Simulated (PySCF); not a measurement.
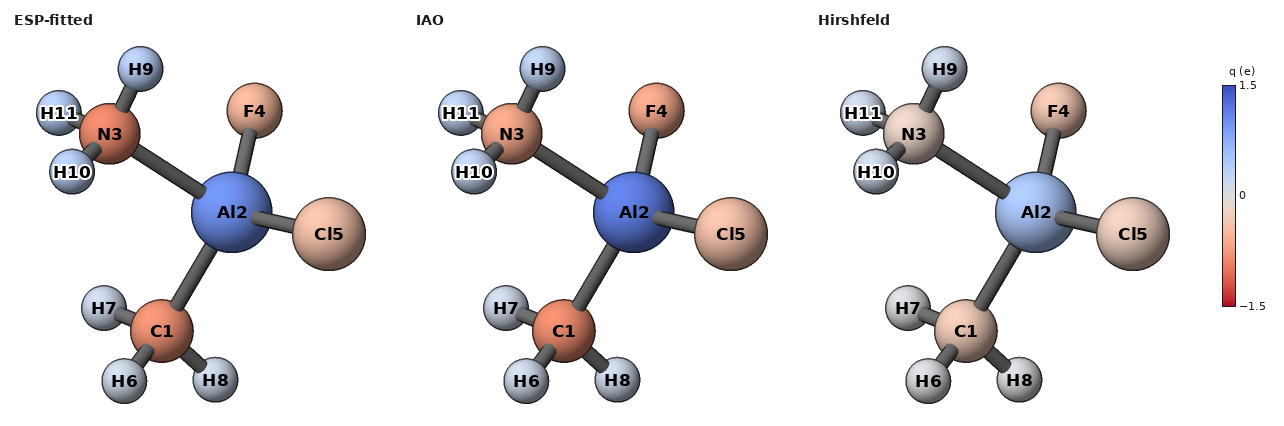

Atomic charges of one calculation by 3 schemes, on one colour scale. The geometry was computed by an optimisation with GFN2-xTB. No frequency run is at hand to confirm it as a minimum. Computed with PBE0/pcSseg-1 (PySCF 2.14.0).

Question: On which atom do the schemes disagree most?

Answer: On N3 (from −0.85 to −0.17 e).

List the charges (e), one line for each set of equivalent atoms.

```tsv
atom	ESP-fitted	IAO	Hirshfeld
C1	−0.78	−0.82	−0.29
Al2	0.98	1.12	0.47
N3	−0.85	−0.62	−0.17
F4	−0.49	−0.60	−0.33
Cl5	−0.39	−0.40	−0.24
H6	0.13	0.14	0.02
H7	0.16	0.14	0.03
H8	0.16	0.15	0.03
H9	0.35	0.29	0.16
H10	0.35	0.29	0.16
H11	0.37	0.29	0.16
```

The geometry is semi-empirical. Around Al such bond lengths and angles can be off by a tenth of an ångström or more and by several degrees, and values that hang on the shape move with them.
